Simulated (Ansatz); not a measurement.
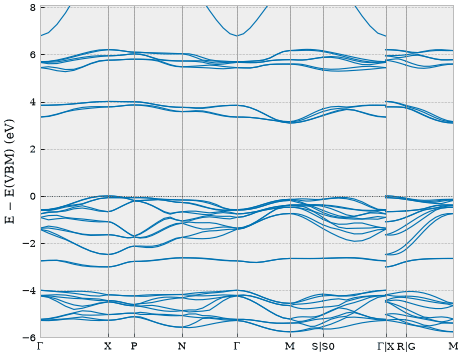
*Band structure from plane-wave PAW LDA with spin–orbit coupling (Ansatz code)*

The gap is 3.09 eV; an edge lies off the plotted path or next to a special point (maximum on the Γ–X line, 98 % of the way from Γ, minimum at M).

The material is OsO4 in space group I-42m (No. 121; Os on 2b, O on 8i).

The first step of the workflow began from a Materials Project structure, measured or hypothetical; the Crystallography Open Database copy checked does not list it. COD files the formula under space group No. 5, so this cell is another polymorph or a model. Its standing as an ambient phase is unchecked. The LDA relaxation kept the symmetry of its start; its stability against distortions is not shown here. No spin polarisation was allowed. A crystal of weakly bound molecules computed without a dispersion correction: the cell and the soft elastic constants depend strongly on that.

Potentials: the later of the program's two PAW sets.
